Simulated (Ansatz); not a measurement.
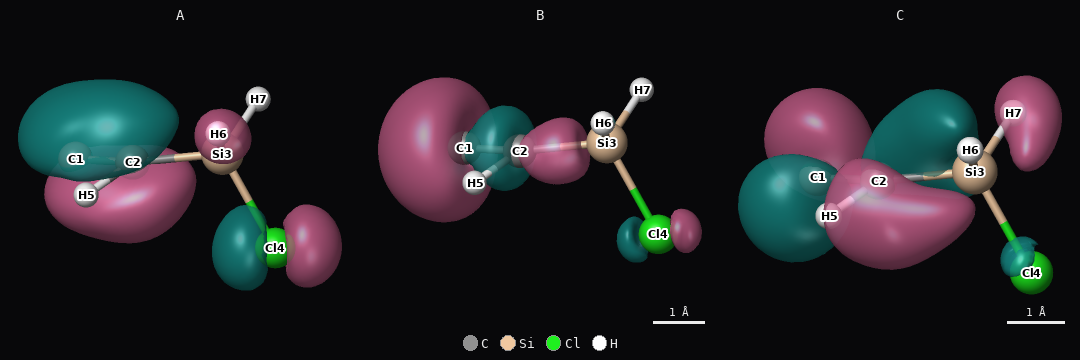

*C2H3ClSi. Three frontier orbitals at ±0.1 Å⁻³ᐟ² (teal and pink are the two phases), in no order.*

Method: RKS PBE-D4/def2-SVP in Ansatz.

| atom | x (Å) | y (Å) | z (Å) |
| --- | --- | --- | --- |
| C | -0.3080 | 0.4691 | -1.9733 |
| C | -0.1505 | 0.2952 | -0.7056 |
| Si | 0.3944 | -0.2008 | 1.0028 |
| Cl | -1.0375 | -1.4117 | 1.8891 |
| H | -1.0499 | 1.0631 | -0.9394 |
| H | 0.5684 | 1.0249 | 1.8426 |
| H | 1.6715 | -0.9584 | 0.8294 |

> Which picture is the HOMO−1, the HOMO and the LUMO?

A is the HOMO−1 (−7.62 eV). Its weight (Hirshfeld) is mainly on C2 (about 40 %), C1 (about 35 %) and Cl4 (about 10 %); π-bonding across C2–C1. B is the HOMO (−6.83 eV). By Hirshfeld shares it lies mainly on C1 (about 80 %) and C2 (about 15 %). C is the LUMO (−2.15 eV). By Hirshfeld shares it lies mainly on C1 (about 50 %), C2 (about 20 %), Si3 (about 15 %) and H5 (about 5 %).

> What is the HOMO–LUMO gap?

4.68 eV between the orbital energies.
